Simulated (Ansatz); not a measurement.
## Au: response to strain

Start from Au in the fcc (Cu type) structure (space group Fm-3m, No. 225; a = 4.048 Å; relaxed with 0.1 eV smearing).

Strains are applied to the cell and any free atomic positions relax.

All numbers come from LDA (Ansatz, a quantum-chemistry and plane-wave program, PAW, without spin-orbit coupling).

Notes on the quantities. energy relative to the base: free energy F.

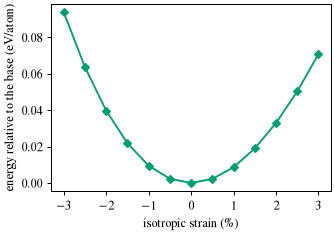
Figure. Energy relative to the base against isotropic strain

From the plot, what is the energy relative to the base for isotropic strain −1.50 %?

About 0.022 eV/atom.

Is the trend monotonic over the range shown?

No, it turns within the range, spanning 0 meV/atom to +94 meV/atom.

No phonon test of stability was made.
